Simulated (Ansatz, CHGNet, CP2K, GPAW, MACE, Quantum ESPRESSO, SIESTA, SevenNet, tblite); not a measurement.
**C(111) slab, H on the bottom face (99 atoms) in other programs, against a plane-wave reference**

How near do other programs and methods come to a plane-wave reference for C(111) slab, H on the bottom face (99 atoms)? A plane-wave run serves as the reference.

Main program and level: Quantum ESPRESSO 7.5; Kohn-Sham DFT, PBE, SSSP efficiency 1.3.0 pseudopotentials, plane waves.

**1. Set-up**

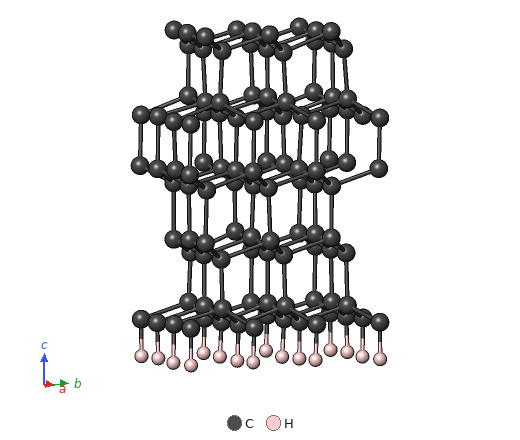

Start, viewed from the side, with the c axis up; carbon dark grey, hydrogen pink. Some periodic images of atoms are drawn too.

The cell holds 99 atoms: 90 C and 9 H. Cell: a = 7.567 Å, b = 7.567 Å, c = 21.842 Å, α = 90.0°, β = 90.0°, γ = 120.0°. It derives from C (diamond-structure). Diamond-structure C (a = 3.567 Å), (111) slab of 10 atomic planes, 3 x 3 surface cells, H on the broken bonds of the bottom face, 12 Å of vacuum; displaced by a Gaussian of 0.02 Å. Then every atom was moved at random, 0.03 Å r.m.s. a Cartesian component (hydrogen 0.6 of that). Regions: slab, 90 atoms (90 C); hydrogen, 9 atoms (9 H). Vacuum lies along c.

**2. Plane-wave reference**

File pw.in:

```
&control
  calculation = 'scf'
  pseudo_dir = './pseudo'
  outdir = './tmp'
  disk_io = 'none'
  tprnfor = .true.
/
&system
  ibrav = 0
  nat = 99
  ntyp = 2
  ecutwfc = 45
  ecutrho = 360
  nosym = .true.
  occupations = 'smearing'
  smearing = 'fd'
  degauss = 0.003675
/
&electrons
  conv_thr = 5.0e-07
  electron_maxstep = 100
  mixing_beta = 0.2
  mixing_mode = 'local-TF'
  diagonalization = 'david'
/
ATOMIC_SPECIES
C 12.011 C.upf
H 1.008 H.upf
CELL_PARAMETERS angstrom
7.56675 0.00000 0.00000
-3.78337 6.55300 0.00000
0.00000 0.00000 21.84249
ATOMIC_POSITIONS crystal
C 0.44636 0.89411 0.34786
C 0.33013 0.99984 0.32526
C 0.22707 0.77544 0.44035
C 0.44745 0.88750 0.42004
C 0.33636 0.00123 0.53707
C 0.23237 0.78501 0.51323
C 0.45634 0.89776 0.62978
C 0.33281 0.00496 0.60934
C 0.22779 0.77845 0.72427
C 0.44933 0.89462 0.70346
C 0.44464 0.55423 0.34876
C 0.33867 0.66938 0.32470
[... 83 atom lines left out ...]
H 0.00269 0.00272 0.27500
H 0.66980 0.33462 0.27428
H 0.99595 0.66303 0.27675
H 0.00341 0.33123 0.27640
K_POINTS gamma
```

Launch:

```console
> OMP_NUM_THREADS=1 mpirun -np 4 pw.x -in pw.in > output.txt
```

Numbers of over 12 decimals in the logs are rounded to 6 here.

Log:

```text
Program PWSCF
     gamma-point specific algorithms are used
     Message from routine set_sym_bl:
     NOTICE: Symmetry group for Bravais lattice is not a group (16) - symmetries are disabled
     one sub-group per band group will be used
     scalapack distributed-memory algorithm (size of sub-group:  2*  2 procs)
     Parallelization info
     sticks:   dense  smooth     PW     G-vecs:    dense   smooth      PW
     Min        1267     631    158               210743    74495    9326
     Max        1270     632    160               210766    74508    9344
     Sum        5077    2527    637               843033   298011   37349
     bravais-lattice index     =            0
     lattice parameter (alat)  =      14.2991  a.u.
     unit-cell volume          =    7308.8374 (a.u.)^3
[... lines left out ...]
     number of electrons       =       369.00
[... lines left out ...]
     scf convergence threshold =      5.0E-07
[... lines left out ...]
     number of k points=     1  Fermi-Dirac smearing, width (Ry)=  0.0037
[... lines left out ...]
     total energy              =   -1668.51466350 Ry
[... lines left out ...]
     total energy              =   -1668.15980500 Ry
[... lines left out ...]
     total energy              =   -1666.47875463 Ry
[... lines left out ...]
     total energy              =   -1666.71601204 Ry
[... lines left out ...]
     total energy              =   -1666.71601210 Ry
     estimated scf accuracy    <       0.00000058 Ry
     iteration # 51     ecut=    45.00 Ry     beta= 0.20
     negative rho (up, down):  1.842E-03 0.000E+00
     End of self-consistent calculation
          k = 0.0000 0.0000 0.0000 ( 18675 PWs)   bands (ev):
   -17.5415 -16.7650 -15.5449 -15.1271 -14.9574 -14.8817 -14.8129 -14.7339
   -14.6954 -14.2993 -14.2221 -14.0933 -14.0740 -13.9863 -13.9686 -13.9425
   -13.1403 -13.0360 -12.9001 -12.8205 -12.7874 -12.7034 -12.4010 -11.7053
[...]
9.0286   9.0736   9.1181   9.2454   9.3356   9.3738   9.4870   9.5348
     9.5665   9.6101   9.7307   9.7940   9.9407  10.0048  10.1487  10.2487
    10.3091  10.3289  10.3799  10.4272  10.5364  10.5929
     the Fermi energy is     4.6665 ev
!    total energy              =   -1666.71601192 Ry
     estimated scf accuracy    <       0.00000045 Ry
     smearing contrib. (-TS)   =      -0.03317718 Ry
     internal energy E=F+TS    =   -1666.68283474 Ry
     The total energy is F=E-TS. E is the sum of the following terms:
     one-electron contribution =  -17558.74351889 Ry
     hartree contribution      =    8937.72135656 Ry
     xc contribution           =    -427.00726590 Ry
     ewald contribution        =    7935.94295239 Ry
     one-center paw contrib.   =    -554.59635891 Ry
     convergence has been achieved in  51 iterations
     negative rho (up, down):  1.842E-03 0.000E+00
     Forces acting on atoms (cartesian axes, Ry/au):
     atom    1 type  1   force =     0.00338958   -0.06219060   -0.00295780
     atom    2 type  1   force =     0.05014821    0.01570292    0.04315910
     atom    3 type  1   force =    -0.05817058    0.07045943    0.07117664
[...]
atom   98 type  2   force =    -0.00713024    0.00102018   -0.05286091
     atom   99 type  2   force =    -0.00167425   -0.00547251   -0.08530410
     Total force =     1.249698     Total SCF correction =     0.001634
     Message from routine punch:
     Nothing written, as per user request (disk_io='none')
```

Elapsed: 3.4 min, on 4 MPI ranks of Intel Xeon 6975P-C (Granite Rapids), shared host; peak memory 2.7 GiB.

Banners, paths, timers and routine set-up lines are dropped from the logs unmarked, and long logs keep their key lines alone; longer cuts are marked.

Numbers from this run:

| Item | Value |
| --- | --- |
| r.m.s. force component | 1.864 eV/Å |
| longest force | 6.662 eV/Å |

**3. Local order**

Normalised to the volume that the atoms fill. Pair distribution functions g(r), in bins of 0.2 Å:

```csv
r (Å),total,C-C,C-H,H-H
1.00,0.21,0.00,1.28,0.00
1.20,0.15,0.00,0.90,0.00
1.40,0.49,0.59,0.00,0.00
1.60,2.93,3.55,0.00,0.00
1.80,0.02,0.02,0.00,0.00
2.00,0.01,0.00,0.07,0.00
2.20,0.27,0.00,1.61,0.00
2.40,1.29,1.50,0.00,5.70
2.60,2.60,2.93,0.12,19.00
2.80,0.66,0.41,1.95,0.00
3.00,2.17,2.63,0.00,0.00
3.20,0.04,0.01,0.22,0.00
3.40,0.27,0.10,1.10,0.00
3.60,0.74,0.89,0.05,0.00
3.80,0.97,1.14,0.18,0.00
4.00,0.57,0.63,0.33,0.00
4.20,0.35,0.19,1.19,0.00
4.40,2.15,2.43,0.44,8.19
4.60,1.23,1.33,0.75,0.00
4.80,0.13,0.14,0.11,0.00
5.00,0.88,0.88,0.60,6.17
5.20,1.23,1.31,0.86,0.00
5.40,0.55,0.49,0.91,0.00
5.60,1.05,1.24,0.20,0.00
5.80,0.62,0.73,0.05,0.00
6.00,0.18,0.10,0.57,0.00
6.20,0.47,0.44,0.63,0.00
6.40,0.95,1.00,0.70,0.00
```

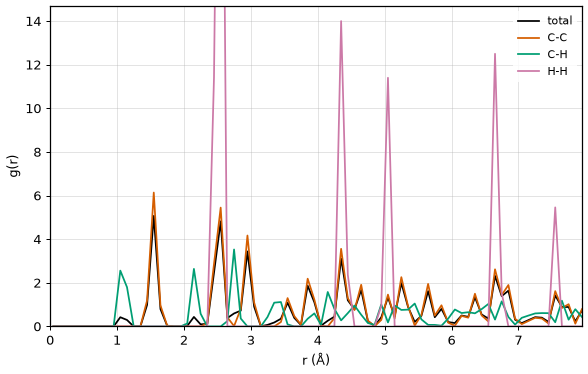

Pair distribution functions, with peaks cut at 14.

Bonds by pair of elements; cutoffs follow the first minimum of g(r), held within bounds set by covalent radii, and pairs that aren't listed don't count as bonded (cutoffs were set anew for this text, so counts can differ from the run's own analysis):

```csv
pair A-B,cutoff (Å),bonds,mean length (Å),spread (Å),shortest (Å),B about A,A about B
C-C,1.85,171,1.54,0.049,1.41,3.8,3.8
C-H,1.34,9,1.09,0.037,1.04,0.1,1
```

How many atoms have how many bonded neighbours:

```csv
element,mean,1,3,4
C,3.9,0,9,81
H,1,9,0,0
```

**4. The other programs**

The programs:
- CHGNet: machine-learned potential, published weights.
- CP2K 2026.2: Gaussian basis with GTH pseudopotentials and a plane-wave density; labels give functional, basis (MOLOPT sets; SR short-range, UZH the newer set with its own potentials), grid cutoff/relative cutoff and solver (OT: orbital transformation; TRS4, TC2, SIGN: linear-scaling purification with its sparsity filter), or its built-in tight binding.
- GPAW 26.7.0: PAW with atomic orbitals (LCAO), plane waves or a real-space grid of spacing h.
- MACE: machine-learned potential, published weights.
- Quantum ESPRESSO 7.5: plane waves; labels (QE) give functional, pseudopotential set and cutoffs of waves/density.
- SIESTA 5.4.2: numerical atomic orbitals, whose automatically made sets are far from complete, with PseudoDojo norm-conserving potentials that we converted to its format (checked against plane waves on the same files for H, C, O, Si, Ge and Ca alone); labels give functional, basis size, energy shift and mesh cutoff.
- SevenNet: machine-learned potential, published weights.
- tblite 0.8.0: extended tight binding, driven from Python.

All use the same cell and atoms; the electronic-structure runs use the same k-mesh, and an electronic temperature of 580 K (0.05 eV) where levels are smeared.

Differences are against the plane-wave reference, forces as r.m.s. over components; share is that over the reference's r.m.s. force, slope the least-squares factor from reference forces to these. Total energies of different programs have different zeros and aren't compared.

```csv
run,"Δ force, r.m.s. (meV/Å)",share (%),slope,cores,CPU time,memory (GiB)
reference,-,-,-,4,14 min,2.7
CHGNet r2SCAN potential,559,30.0,0.774,1,12 s,5.5
"CP2K PBE, DZVP-UZH, 450/50 Ry, diagonalisation",54.0,2.89,1.015,4,35 min,3.4
"GPAW PBE, LCAO dzp, h 0.2 Å",139,7.45,1.031,2,6.2 min,1.1
"GPAW PBE, plane waves 550 eV",10.2,0.546,1.002,2,9.6 min,1.5
MACE MPA-0 medium potential,334,17.9,0.868,1,11 s,1.6
"QE PBE, sssp-1.3.0-efficiency, 30/240 Ry (coarse)",54.7,2.93,0.984,2,6.9 min,1.5
"SIESTA PBE, DZP, shift 0.01 Ry, mesh 100 Ry (coarse)",167,8.97,1.045,2,2.7 min,0.69
"SIESTA PBE, DZP, shift 0.01 Ry, mesh 300 Ry",167,8.98,1.045,2,10 min,1.2
"SIESTA PBE, TZP, shift 0.01 Ry, mesh 300 Ry",138,7.38,1.031,4,15 min,1.9
SevenNet 0 potential,597,32.0,0.825,1,9.4 s,1.5
tblite GFN1-xTB,384,20.6,0.957,1,4.5 s,0.12
tblite GFN2-xTB,360,19.3,0.949,1,11 s,0.12
```

Rows marked coarse were listed beforehand as settings not expected to be converged; some can still land near the reference.

Times of the machine-learned potentials are mostly Python's start and the loading of weights.

CPU time is summed over cores on a shared host, where runs went side by side, so it is rough. Symmetry, cutoffs, thresholds, outputs and thread counts weren't matched or tuned between programs; memory under MPI is the largest rank's times the ranks.

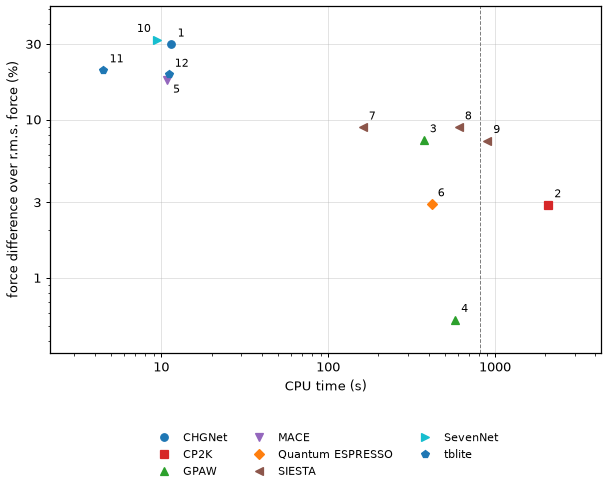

Force difference against CPU time; the dashed line marks the reference's time. Points: 1 CHGNet r2SCAN potential; 2 CP2K PBE, DZVP-UZH, 450/50 Ry, diagonalisation; 3 GPAW PBE, LCAO dzp, h 0.2 Å; 4 GPAW PBE, plane waves 550 eV; 5 MACE MPA-0 medium potential; 6 QE PBE, sssp-1.3.0-efficiency, 30/240 Ry; 7 SIESTA PBE, DZP, shift 0.01 Ry, mesh 100 Ry; 8 SIESTA PBE, DZP, shift 0.01 Ry, mesh 300 Ry; 9 SIESTA PBE, TZP, shift 0.01 Ry, mesh 300 Ry; 10 SevenNet 0 potential; 11 tblite GFN1-xTB; 12 tblite GFN2-xTB.

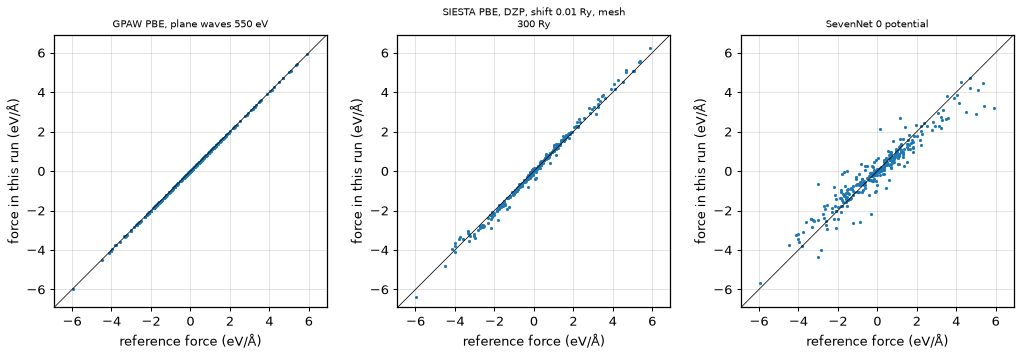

Force components against those of the reference; the line marks equality.

Mean charges by element (e), by run and scheme:

```csv
run,scheme,C,H
"CP2K PBE, DZVP-UZH, 450/50 Ry, diagonalisation",Mulliken,-0.01,+0.08
"CP2K PBE, DZVP-UZH, 450/50 Ry, diagonalisation",Hirshfeld,0.00,+0.04
"SIESTA PBE, DZP, shift 0.01 Ry, mesh 300 Ry",Hirshfeld,0.00,+0.01
"SIESTA PBE, TZP, shift 0.01 Ry, mesh 300 Ry",Hirshfeld,0.00,+0.01
tblite GFN1-xTB,Mulliken,0.00,+0.04
tblite GFN2-xTB,Mulliken,0.00,+0.04
```

Within one program, basis, potentials and functional, energies share a zero. Each run against its twin at the usual cutoff or grid and solver:

```csv
run,twin,Δ energy (meV/atom),"Δ force, r.m.s. (meV/Å)",CPU time over the twin's
"QE PBE, sssp-1.3.0-efficiency, 30/240 Ry","sssp-1.3.0-efficiency, 45/360 Ry",110,54.7,0.51 (this twin ran on 4 cores)
"SIESTA PBE, DZP, shift 0.01 Ry, mesh 100 Ry","DZP, shift 0.01 Ry, mesh 300 Ry",0.499,8.07,0.27
```

A second geometry, displaced anew (every atom was moved at random, 0.04 Å r.m.s. a Cartesian component (hydrogen 0.6 of that)), gives an energy difference that all programs can be tested on. The reference puts it at 41.80 meV/atom.

```csv
run,energy less the first geometry's (meV/atom),error (meV/atom),force share at the second geometry (%)
"SIESTA PBE, DZP, shift 0.01 Ry, mesh 300 Ry",43.01,1.20,8.98
MACE MPA-0 medium potential,38.78,-3.02,16.7
tblite GFN1-xTB,44.19,2.39,18.9
CHGNet r2SCAN potential,34.27,-7.54,26.8
"CP2K PBE, DZVP-UZH, 450/50 Ry, diagonalisation",42.77,0.966,2.96
"GPAW PBE, LCAO dzp, h 0.2 Å",42.69,0.885,7.08
tblite GFN2-xTB,44.44,2.64,17.8
SevenNet 0 potential,33.61,-8.20,31.6
"GPAW PBE, plane waves 550 eV",41.87,0.0674,0.562
"SIESTA PBE, TZP, shift 0.01 Ry, mesh 300 Ry",42.34,0.534,7.32
"SIESTA PBE, DZP, shift 0.01 Ry, mesh 100 Ry",42.99,1.19,8.96
"QE PBE, sssp-1.3.0-efficiency, 30/240 Ry",40.89,-0.909,2.81
```

**5. What came out**

```yaml
reference_r_m_s_force_component: 1.86 eV/Å
nearest_in_forces: GPAW PBE, plane waves 550 eV, 0.55 %
farthest_in_forces: SevenNet 0 potential, 32 %
cheapest_electronic_structure_run_beside_the_reference: tblite GFN1-xTB, 4.5 s of CPU time
```

In words: PBE on plane waves or a grid with other potentials, cutoffs or grids, coarse settings apart, differs from the reference by 0.55 % (GPAW PBE, plane waves 550 eV) of the r.m.s. force; this holds the reference's own error, so differences of a few per cent don't tell which side is nearer the exact PBE result. The PBE runs in local orbitals, coarse settings apart, differ by 2.9 % (CP2K PBE, DZVP-UZH, 450/50 Ry, diagonalisation) to 9.0 % (SIESTA PBE, DZP, shift 0.01 Ry, mesh 300 Ry); basis, grid and potentials can all enter. Tight binding differs by 19 % (tblite GFN2-xTB) to 21 % (tblite GFN1-xTB); it is another model, with fitted parameters of its own, and the xTB methods hold dispersion. Machine-learned potentials differ by 18 % (MACE MPA-0 medium potential) to 32 % (SevenNet 0 potential); they were trained on other programs' data, some at another functional. Among those trained on PBE data the slope goes as low as 0.83, which softening far from their training structures can give, though the reference's k-sampling is untested too. Runs with settings chosen to be coarse differ by 2.9 % (QE PBE, sssp-1.3.0-efficiency, 30/240 Ry) to 9.0 % (SIESTA PBE, DZP, shift 0.01 Ry, mesh 100 Ry), their programs' other errors included. Of the electronic-structure runs that take under half the reference's CPU time, GPAW PBE, LCAO dzp, h 0.2 Å comes nearest, at 7.4 % in 6.2 min against 14 min. Charges hang on model, scheme and program or settings: among these rows the mean for H runs from +0.01 to +0.08 e. The energy difference between the two geometries, 41.8 meV/atom in the reference, is met best by GPAW PBE, plane waves 550 eV (+0.0674) and worst by SevenNet 0 potential (-8.2). In the reference: levels near the Fermi energy are neither full nor empty under the smearing, so no gap is quoted. In the reference: By these cutoffs 90 % of C atoms have 4 and all H atoms have 1 bonded neighbour. Periodic xTB results under one method name differ between programs and library versions. The electron count is odd in these runs, and they have no spin polarisation, so the unpaired electron is spread evenly over both spins. Machine-learned potentials mimic data converged in k, so the reference's own k-point error enters their differences. The runs have no spin polarisation, so any moments at edges, vacancies or dangling bonds can't form. The electronic-structure runs sample only Γ, in a cell whose shortest periodic width is 7 Å, which is coarse for a cell with partly filled levels.

[Also dropped from logs without a mark: logging warnings of Python, and SIESTA's first energy breakdown and zero terms.]

[Logs are printed without paths, hosts, clocks, repeated set-up lines and the standing remarks that a program may print on its own settings, such as how far it seeks lower states.]

[Hosts, paths, dates, database ids (printed as entryN), source tags and the programs' standing remarks are cut or masked in the printed files.]
